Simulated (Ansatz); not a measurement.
# Tb (Tb, hcp): the cost of one run

Method: DFT, revPBE, plane waves (420 eV) with PAW, scalar-relativistic, in Ansatz 0.2.0.

## (1) Starting point

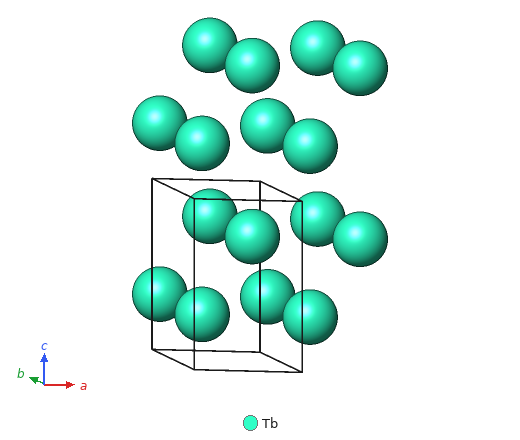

Start, viewed slightly off an axis; terbium teal. 2×2×2 cells are drawn.

As a file:

```xyz
2
Lattice="3.6504 0.0000 0.0000 -1.8252 3.1613 0.0000 0.0000 0.0000 5.8554" Properties=species:S:1:pos:R:3 pbc="T T T"
Tb    0.0000    2.1076    1.4639
Tb    1.8252    1.0538    4.3916
```

## (2) Volume x 1.0

input.yaml

```yaml
crystal:
  lattice:
    - [3.6503876889, 0.0, 0.0]
    - [-1.8251938445, 3.1613284723, 0.0]
    - [0.0, 0.0, 5.8554032913]
  atoms:
    - { symbol: Tb, position: [0.3333333333, 0.6666666667, 0.25], spin: 5.945 }
    - { symbol: Tb, position: [0.6666666667, 0.3333333333, 0.75], spin: -5.945 }
hamiltonian:
  xc: revpbe
  pseudopotentials:
    kind: paw
    azcp:
      Tb: "pseudopotentials/Tb.paw.azcp"
basis:
  ecutwfc: 420
  fft_grid_basis: typed
kpoints:
  mp_grid: { grid: [13, 13, 7], shift: [0, 0, 0] }
magnetization:
  spin_polarized: true
scf:
  occupations: { method: fermi_dirac, width: 0.05 }
output:
  stress: true
```

What time and memory should one allow on 4 threads of an x86-64 CPU, shared host?

About 49 s, with a peak of 0.8 GiB.
